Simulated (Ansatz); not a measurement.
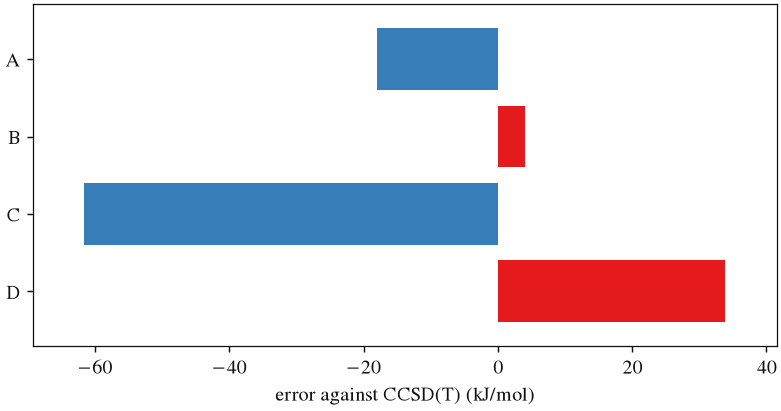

Error in the electronic atomisation energy (method less reference, so positive means overbinding) of CH₆OSSi₂, SMILES O[Si@H]1CS[SiH2]1: functionals in def2-TZVPP against frozen-core CCSD(T) at the limit (MP2 extrapolated from triple and quadruple zeta, plus CCSD(T) less MP2 in a smaller set), which gives 3847.2 kJ/mol, at a PBE0-D4/def2-TZVP geometry (no frequency check), no zero-point or spin-orbit term, the Ansatz code 0.2.0. The reference leaves out core correlation, a term that grows with the number of heavy atoms. Limit means the basis limit.

> The letters stand for CCSD limit, PBE-D4, PBE0-D4 and r2SCAN-D4. Which is which?

A: PBE0-D4 (−18.0 kJ/mol); B: r2SCAN-D4 (4.0 kJ/mol); C: CCSD limit (−61.6 kJ/mol); D: PBE-D4 (33.9 kJ/mol).
